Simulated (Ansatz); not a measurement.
# F2H4OSSi: the cost of one run

The runs use Ansatz 0.2.0, Gaussian basis; r2SCAN-D4/def2-SVP.

## 1. Where the work starts

The start, a first-order saddle point found at PBE0-D4 in triple zeta: 9 atoms, charge 0, spin multiplicity 1.

Atoms are counted from 1 here; the program's logs count them from 0.

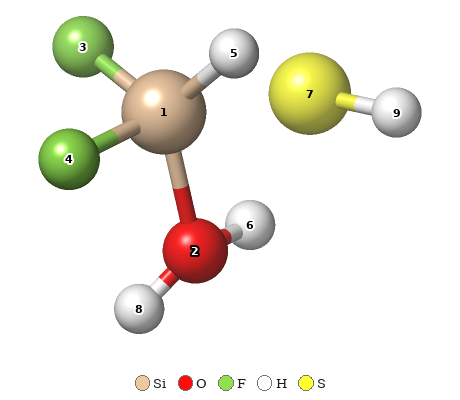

Start geometry, drawn with silicon light orange, oxygen red, fluorine green, hydrogen white, sulfur yellow; atoms are numbered from 1 in the order of the file.

As a file:

```
Si   -0.51904    0.49478    0.37857
O     0.67014   -0.81474    0.56566
F    -1.99456   -0.01006    0.06395
F    -0.66061    0.59905    1.98924
H    -0.09262    1.87120    0.10126
H     0.68881   -1.07845   -0.51429
S     0.07387   -0.18957   -1.90861
H     0.64222   -1.42304    1.31656
H     1.19188    0.55082   -1.99234
```

## 2. Dynamics

md/in.yaml

```yaml
crystal:
  periodic: [false, false, false]
  atoms:
    - {symbol: Si, position_ang: [-0.519042, 0.494784, 0.378575]}
    - {symbol: O, position_ang: [0.670144, -0.814736, 0.565659]}
    - {symbol: F, position_ang: [-1.994555, -0.010064, 0.063954]}
    - {symbol: F, position_ang: [-0.660608, 0.599049, 1.989239]}
    - {symbol: H, position_ang: [-0.092616, 1.871201, 0.101256]}
    - {symbol: H, position_ang: [0.688807, -1.078451, -0.514294]}
    - {symbol: S, position_ang: [0.073871, -0.189565, -1.908605]}
    - {symbol: H, position_ang: [0.642223, -1.423042, 1.316560]}
    - {symbol: H, position_ang: [1.191875, 0.550824, -1.992343]}
basis:
  gaussian: {orbitals: def2-SVP}
hamiltonian: {xc: r2scan, dispersion: d4}
md: {n_steps: 30, timestep: 0.75, temperature: 1000, ensemble: nvt_langevin, seed: 878, friction: 0.002, initial_velocities: maxwell_boltzmann}
```

The run is started by

```sh
> ansatz run in.yaml --threads 4 --pin off --events-out ev --progress --plain --max-ram 9574MiB
```

**Question.** How long does this run take on 4 threads of Arm Neoverse V1, shared host?

About 59 s.
